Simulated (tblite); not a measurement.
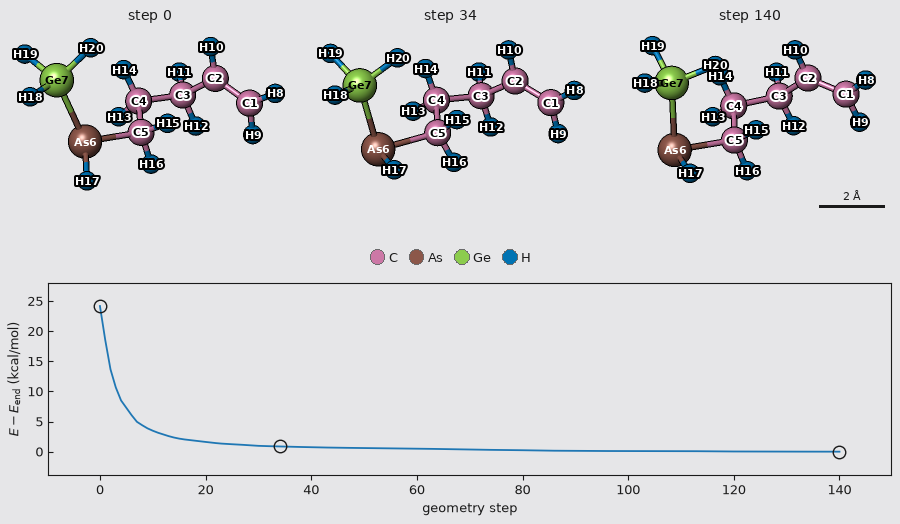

Frames of a relaxation of C5H13AsGe, marked on the history of the run. Style: ball-and-stick. Shown at a tilt.

Computed with GFN2-xTB geometry optimisation, gas phase (tblite 0.8.0). 

Describe the path.

Answer. The largest move after the best rigid fit is that of H20, 0.97 Å. Largest moves by element: H 0.97 Å, Ge 0.51 Å, As 0.48 Å, C 0.38 Å. Some distances before and after: Ge7–H18 1.560 → 1.506 Å, As6–H17 1.562 → 1.509 Å, C5–As6 1.942 → 1.995 Å, Ge7–H19 1.551 → 1.511 Å. Bond angles that change, for instance: C5–As6–Ge7 114.8° → 94.8°, Ge7–As6–H17 109.0° → 90.8°, C5–As6–H17 110.8° → 94.3°. The energy falls by 24.2 kcal/mol in 140 geometry steps. From step 0 to 34: H20 moves most (0.43 Å), energy −23.3 kcal/mol. From step 34 to 140: H19 moves most (0.74 Å), energy −0.87 kcal/mol.

```json
{"step": "0", "E − E(0), kcal/mol": "0.00"}
{"step": "1", "E − E(0), kcal/mol": "-5.62"}
{"step": "2", "E − E(0), kcal/mol": "-10.51"}
{"step": "3", "E − E(0), kcal/mol": "-13.51"}
{"step": "4", "E − E(0), kcal/mol": "-15.68"}
{"step": "5", "E − E(0), kcal/mol": "-16.91"}
{"step": "6", "E − E(0), kcal/mol": "-18.13"}
{"step": "7", "E − E(0), kcal/mol": "-19.22"}
{"step": "8", "E − E(0), kcal/mol": "-19.79"}
{"step": "9", "E − E(0), kcal/mol": "-20.30"}
{"step": "10", "E − E(0), kcal/mol": "-20.70"}
{"step": "17", "E − E(0), kcal/mol": "-22.25"}
{"step": "24", "E − E(0), kcal/mol": "-22.90"}
{"step": "31", "E − E(0), kcal/mol": "-23.24"}
{"step": "37", "E − E(0), kcal/mol": "-23.38"}
{"step": "44", "E − E(0), kcal/mol": "-23.51"}
{"step": "51", "E − E(0), kcal/mol": "-23.58"}
{"step": "58", "E − E(0), kcal/mol": "-23.66"}
{"step": "65", "E − E(0), kcal/mol": "-23.75"}
{"step": "72", "E − E(0), kcal/mol": "-23.86"}
{"step": "78", "E − E(0), kcal/mol": "-23.91"}
{"step": "85", "E − E(0), kcal/mol": "-24.01"}
{"step": "92", "E − E(0), kcal/mol": "-24.05"}
{"step": "99", "E − E(0), kcal/mol": "-24.07"}
{"step": "106", "E − E(0), kcal/mol": "-24.08"}
{"step": "113", "E − E(0), kcal/mol": "-24.10"}
{"step": "119", "E − E(0), kcal/mol": "-24.14"}
{"step": "126", "E − E(0), kcal/mol": "-24.16"}
{"step": "133", "E − E(0), kcal/mol": "-24.17"}
{"step": "140", "E − E(0), kcal/mol": "-24.18"}
```
